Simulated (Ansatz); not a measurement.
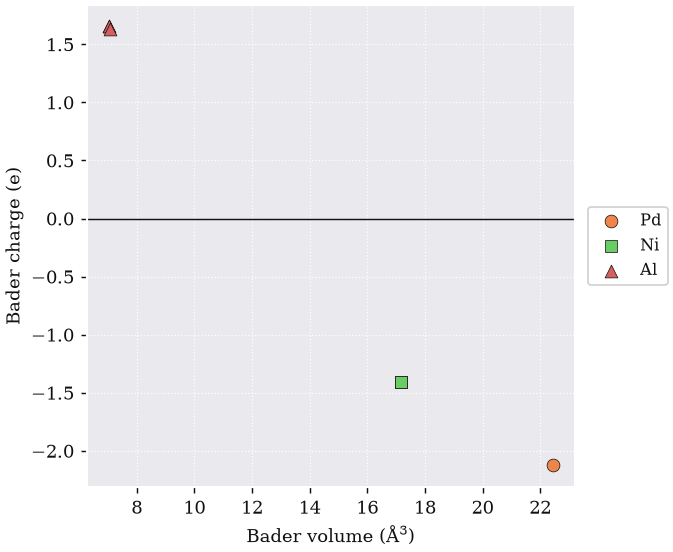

Bader charges of the atoms (positive: electrons lost), against the volumes of their basins.

This input was run:

```
crystal:
  lattice:
    - [4.1802303884, 0.0, 0.0]
    - [-2.0901151942, 3.62018571, 0.0]
    - [0.0, 0.0, 5.1489881]
  atoms:
    - { symbol: Al, position: [0.3333333333, 0.6666666667, 0.182506] }
    - { symbol: Al, position: [0.6666666667, 0.3333333333, 0.817494] }
    - { symbol: Al, position: [0.0, 0.0, 0.5] }
    - { symbol: Ni, position: [0.3333333333, 0.6666666667, 0.666] }
    - { symbol: Ni, position: [0.6666666667, 0.3333333333, 0.334] }
    - { symbol: Pd, position: [0.0, 0.0, 0.0] }
basis:
  ecutwfc: 420
kpoints:
  mp_grid: { grid: [12, 12, 8] }
  band_path:
    path:
      - [[0.0, 0.0, 0.0], [0.5, 0.0, 0.0], [0.33333333, 0.33333333, 0.0], [0.0, 0.0, 0.0], [0.0, 0.0, 0.5], [0.5, 0.0, 0.5], [0.33333333, 0.33333333, 0.5], [0.0, 0.0, 0.5]]
      - [[0.5, 0.0, 0.5], [0.5, 0.0, 0.0]]
      - [[0.33333333, 0.33333333, 0.5], [0.33333333, 0.33333333, 0.0]]
    npoints: 14
hamiltonian:
  xc: pbe
scf:
  occupations: { method: gaussian, width: 0.1 }
  n_extra_bands: 15
output:
  forces: true
  stress: true
  eigenvalues: true
  populations: true
  dos: { projected: true, de: 0.02, nscf_kmesh: { grid: [15, 15, 10] } }
  bader: true
  write_density: true
  write_potential: true
  elf: true
  volumetric_format: npy
```

Run as:
```bash
ansatz run input.yaml --threads 4 --pin off --max-ram 8192MiB --backend cpu --events-out ev --progress --plain --runs-dir out
```

Question: What are the charges by element?

Answer: The Bader charges are Al +1.65 e, Ni −1.41 e and Pd −2.13 e. Summed over the cell, Al gives up most (4.9 e) and Ni takes most (2.8 e).

Question: Which atoms take the most room?

Answer: Pd has the largest basins, 22.4 Å³ on average, and Al the smallest, 7.0 Å³.

The structure is an invented one, so it need not be a known or stable phase.
